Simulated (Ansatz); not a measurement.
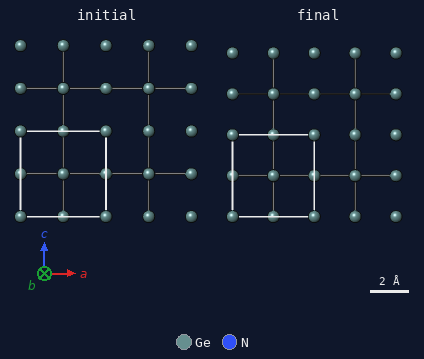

The structure of solid Ge4N (a generated structure, set up in Pm-3m) (coarse preliminary run) before (left) and after (right) a relaxation, at one scale.

A ball-and-stick model of the cell of the calculation, repeated 2 × 1 × 2 with one cell outlined, seen along the b axis.

Theory: Ansatz 0.2.0, DFT PBE, scalar-relativistic, plane waves, PAW. (plane-wave cutoff 420 eV; k-point mesh 4 × 4 × 4; occupations gaussian; smearing width 0.1 eV; no spin polarisation; cell and atoms relaxed; force threshold 0.04 eV/Å; at most 70 steps)

**Summarise the run.**

The atoms keep their places relative to the cell (all moves are under 0.005 Å). Cell: a = b = c 4.610 → 4.410 Å (−4.3 %). Volume −12.5 %. Near-neighbour distances that change, for instance: Ge–N 2.305 → 2.205 Å. The space group stays Pm-3m (No. 221). After 1 accepted move (2 points after the start) the energy has fallen by 0.336 eV per cell of the calculation. All forces vanish by symmetry, so only the cell relaxes. The pressure goes from −7.55 to −0.40 GPa. The SCF was repeated once at an unchanged geometry on a basis and grid sized afresh for the cell, which shifted the energy by 5.8 meV per cell of the calculation at most.
